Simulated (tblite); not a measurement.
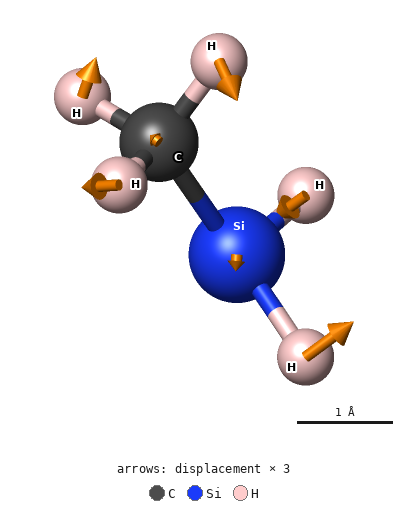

This is a relaxation of CH₅Si (multiplicity 2). The starting structure is drawn; orange arrows show the displacements, magnified 3 times. The two geometries are superimposed by the best rigid fit.

The picture is a ball-and-stick view, seen from a free direction.

Computed with tblite 0.8.0, GFN2-xTB geometry optimisation, gas phase. 

> Atoms of which element are displaced furthest, and by how much?

Hydrogen: up to 0.22 Å, against 0.06 Å for silicon.

> What did the optimiser do to the structure, and how much energy did it gain?

The energy falls by 0.108 eV in 47 geometry steps. An H atom moves most after the best rigid fit: 0.22 Å. By element the largest moves are H 0.22 Å, Si 0.06 Å, C 0.04 Å. Among the contacts that change: C–Si 1.838 → 1.894 Å, C–H 1.117 → 1.087 Å. Among the angles between lasting bonds that change: Si–C–H 105.2° → 111.5°, Si–C–H 114.8° → 110.9°, H–C–H 103.9° → 107.5°. The run took 0.09 s on 1 thread of Arm Neoverse V2, on a shared host.
